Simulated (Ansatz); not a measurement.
Input file:

```
crystal:
  periodic: [false, false, false]
  atoms:
    - {symbol: C, position_ang: [-1.070099, -1.262093, -0.748020]}
    - {symbol: C, position_ang: [-1.178346, 0.052963, 0.020004]}
    - {symbol: C, position_ang: [-2.319643, 0.912979, -0.534237]}
    - {symbol: C, position_ang: [-1.383319, -0.161272, 1.521535]}
    - {symbol: C, position_ang: [-1.328729, 1.101611, 2.361581]}
    - {symbol: O, position_ang: [-0.814103, 2.131787, 1.996468]}
    - {symbol: S, position_ang: [-0.134400, -1.235066, 2.361399]}
    - {symbol: H, position_ang: [-0.928162, -1.067032, -1.822424]}
    - {symbol: H, position_ang: [-1.992698, -1.857865, -0.636514]}
    - {symbol: H, position_ang: [-0.229635, -1.876328, -0.394195]}
    - {symbol: H, position_ang: [-0.236054, 0.621428, -0.092704]}
    - {symbol: H, position_ang: [-2.373491, 1.891522, -0.036583]}
    - {symbol: H, position_ang: [-3.289960, 0.401219, -0.411817]}
    - {symbol: H, position_ang: [-2.174697, 1.091083, -1.611179]}
    - {symbol: H, position_ang: [-2.334131, -0.689906, 1.723912]}
    - {symbol: H, position_ang: [0.918927, -0.431308, 2.079738]}
    - {symbol: H, position_ang: [-1.748960, 0.983687, 3.395550]}
basis:
  gaussian:
    orbitals: def2-SVPD
hamiltonian:
  xc: {name: PBE0}
output:
  forces: true
  orbitals: {seedname: orbitals}
```

Run with:

```sh
ansatz run input.yaml --threads 2 --pin off --max-ram 5220MiB --events-out events.jsonl --progress --plain --runs-dir runs
```

Geometry: r2SCAN-D4/def2-SVP.

Computed with Ansatz 0.2.0, isolated molecule in a Gaussian basis; Kohn-Sham density functional theory, functional PBE0.

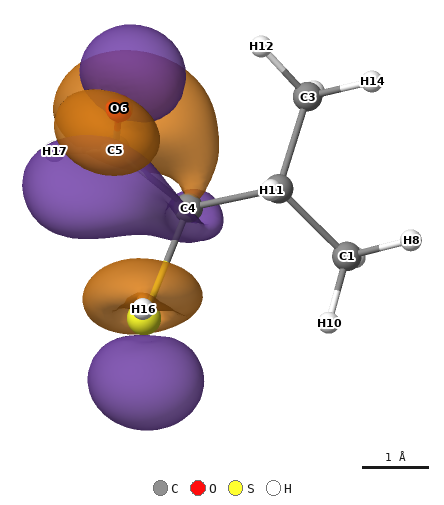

C5H10OS. The LUMO at ±0.1 Å⁻³ᐟ² (orange and purple are the two phases), seen across its widest extent.

Q: Describe this orbital and give its energy.

A: By Hirshfeld shares it lies mainly on C5 (about 35 %), O6 (about 25 %), S7 (about 20 %) and C4 (about 5 %); π-antibonding (π*) across C5–O6. Its energy is −1.20 eV.
